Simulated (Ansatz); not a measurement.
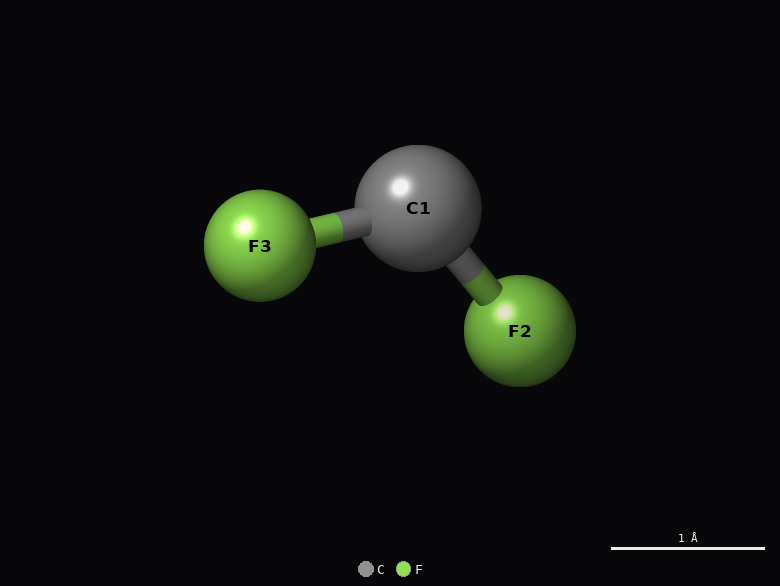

Figure made from data computed with Ansatz.

Atoms carry their numbers in the input. State: charge +1, doublet. Geometry: a fixed input geometry, not necessarily a minimum.

Question: How are the neighbours of atom 1 arranged?

Answer: C1 has 2 neighbours (F2 at 1.19, F3 at 1.19 Å); the arrangement is bent.
